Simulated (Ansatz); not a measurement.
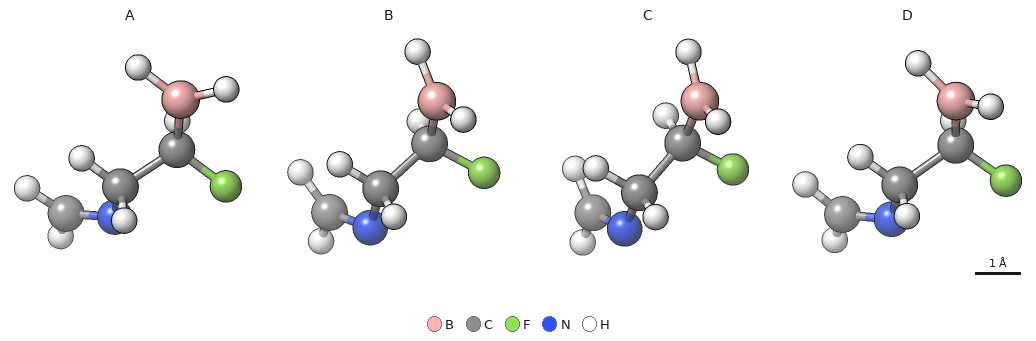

4 geometries from one relaxation of C3H7BFN (coarse preliminary run), in shuffled order. The picture is a ball-and-stick view, seen from a free direction.

The start comes from a force field.

Method: Ansatz, RKS PBE-D4/def2-SVP. (force threshold 0.03 eV/Å; at most 200 steps)

**Order the frames from highest to lowest energy.**

C, B, D, A. They are steps 0, 4, 9, 20, at +18.4 kcal/mol, +4.08 kcal/mol, +0.93 kcal/mol relative to the last. The atom that moves furthest after the best rigid fit is an H atom (1.01 Å). By element the largest moves are H 1.01 Å, F 0.73 Å, N 0.52 Å, C 0.38 Å, B 0.06 Å. Among the contacts that change: C–H 1.182 → 1.120 Å, C–H 1.050 → 1.113 Å, B–H 1.154 → 1.217 Å, B–C 1.616 → 1.556 Å. Bond angles that change, for instance: B–C–H 110.6° → 97.8°, B–C–F 106.7° → 115.1°, C–N–C 125.4° → 118.0°. Groups turn about B–C by about 70°, C–N by about 55°. The energy falls by 18.4 kcal/mol in 19 accepted moves (20 points after the start). Largest force component: 4.4 eV/Å at the start, 0.017 eV/Å at the end. The line search rejected the trial step at point 11 of the run.
